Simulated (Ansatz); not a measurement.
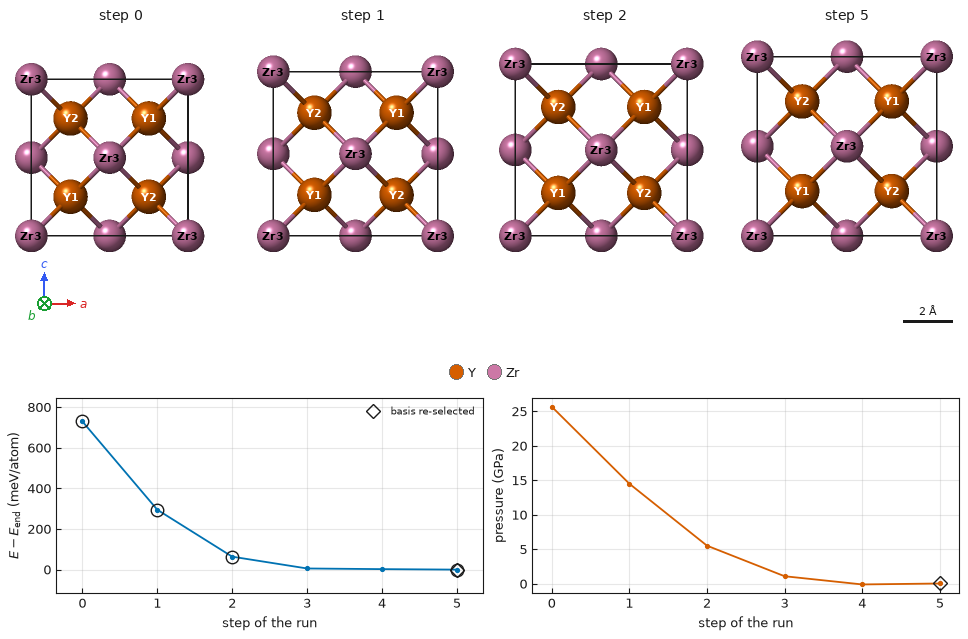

Frames of a relaxation of a crystal of Y2Zr (built on the fluorite_225 type) (coarse preliminary run), marked on the history of the run. A ball-and-stick model of the conventional cell (4 times the calculation's cell), seen along the b axis. Lengths and directions refer to the drawn axes.

Case: fluorite type (Fm-3m, No. 225).

All numbers below come from DFT PBE, scalar-relativistic, plane waves, PAW (Ansatz 0.2.0).

Input
```yaml
crystal:
  lattice:
    - [0.0, 3.2428645903, 3.2428645903]
    - [3.2428645903, 0.0, 3.2428645903]
    - [3.2428645903, 3.2428645903, 0.0]
  atoms:
    - { symbol: "Y", position: [0.25, 0.25, 0.25] }
    - { symbol: "Y", position: [0.75, 0.75, 0.75] }
    - { symbol: Zr, position: [0.0, 0.0, 0.0] }
basis:
  ecutwfc: 420
kpoints:
  mp_grid: { grid: [4, 4, 4] }
hamiltonian:
  xc: pbe
scf:
  occupations: { method: gaussian, width: 0.1 }
  lower_state_search: "off"
output:
  forces: true
  stress: true
  eigenvalues: true
relax:
  adjacent_minimum: "off"
  f_tol: 0.04
  max_steps: 70
  cell: { stress_tol: 0.4 }
```

Launched with:
```bash
ansatz run input.yaml --threads 1 --pin off --max-ram 2560MiB --backend cpu --events-out ev --progress --plain --runs-dir out
```

What happens along the run?

Answer. The atoms keep their places relative to the cell (all moves are under 0.005 Å). The drawn cell changes as follows: a = b = c 6.486 → 7.423 Å (+14.4 %); the volume changes by +49.9 %. Among the contacts that change: Y1–Y2 3.243 → 3.711 Å, Y1–Zr3 2.808 → 3.214 Å. The space group stays Fm-3m (No. 225). The energy falls by 730 meV per atom in 4 accepted moves (5 points after the start). All forces vanish by symmetry, so only the cell relaxes. The pressure goes from 25.69 to 0.05 GPa. The SCF was repeated once at an unchanged geometry on a basis and grid sized afresh for the cell, which shifted the energy by 2.4 meV per atom at most. The run took 7.4 s on 1 thread of Arm Neoverse V1, on a shared host, peak memory 0.35 GiB. From step 0 to 1: volume +15.3 %, energy −435 meV per atom. From step 1 to 2: volume +14.6 %, energy −231 meV per atom. From step 2 to 5: volume +13.4 %, energy −63.8 meV per atom.
